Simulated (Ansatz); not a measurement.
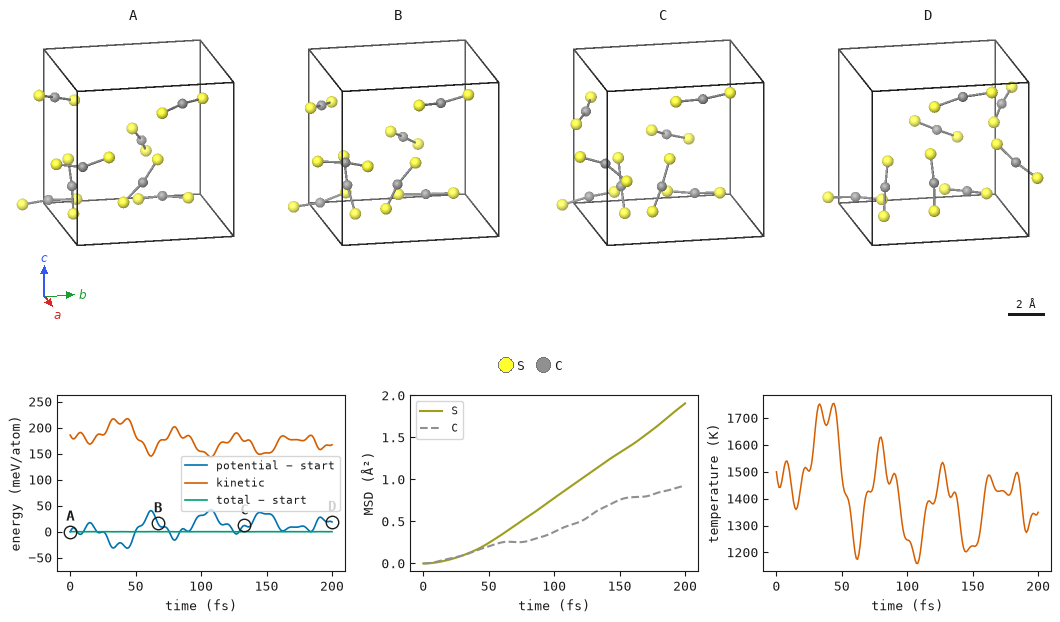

Molecular dynamics of a periodic cell with 8 CS2 at 1.405 g/cm³, 200 fs long. It starts from the last geometry of an earlier run, with fresh velocities. Frames (A at 0 fs, B at 67 fs, C at 133 fs, D at 200 fs) and the history of the run. Style: ball-and-stick. Shown: the simulation cell, slightly off an axis. Atoms that leave the cell re-enter on the other side.

Theory: Ansatz, DFT PBE, scalar-relativistic, plane waves, PAW. Settings: plane-wave cutoff 200 eV; k-point mesh 1 × 1 × 1; Fermi-Dirac smearing 0.02 eV; low-accuracy preset; constant energy (NVE); velocities drawn for 1500 K; time step 1 fs.

### What happens in this trajectory?

Root-mean-square distances from the starting positions over the second half, with the common drift of all atoms taken out: S 1.15 Å, C 0.83 Å. The molecules turn and drift from their places. The mean temperature in the second half is 1357 K (standard deviation 101 K). The potential energy in the second half lies on average 17.7 meV per atom above the first frame. The total energy stays between −0.21 and 0.14 meV per atom of its start. A straight-line fit has a slope that amounts to −0.0055 meV per atom over 200 fs (under 0.1 % of the mean kinetic energy), and the ripple about it is 0.5 % of the kinetic energy's fluctuation. With a drift under 2 % and a ripple under 7 %, the integration is accurate. The plane-wave cutoff is below what these potentials need, so energies and forces are off.

Limits of the set-up: the cutoff lies below the recommended one; the program's low-accuracy preset was used.

The run took about 4 core-minutes on a shared host.
